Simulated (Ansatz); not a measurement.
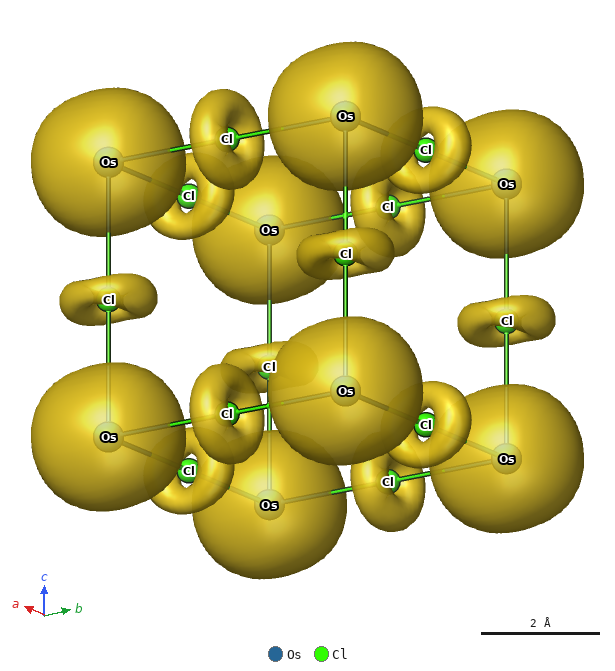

*OsCl₃. Isosurface of the spin density at +0.05 e/Å³ (yellow), seen at an oblique angle. Sticks mark near contacts.*

Space group Pm-3m; started from the ReO3 prototype, which need not be the ambient phase; changed on purpose from its base cell (volume × 1.040); Hubbard U of 2 eV on Os d only; the program warned that the occupations lower the symmetry; spin-polarised.

The calculation used DFT PBE+U, scalar-relativistic, plane waves, PAW in Ansatz.

Core electrons are frozen (PAW), and the valence fields are smoothed inside the atomic spheres.

Where is the spin, and how is it ordered?

The spin density sits on Os: +1.9 μB in one cell of 4 atoms, with smaller moments on other sites: Cl (up to +0.15 μB): parallel main moments, as they must be, since the calculation's own cell holds one magnetic site. The cell of the calculation (4 atoms) carries 2.8 μB of net spin moment.
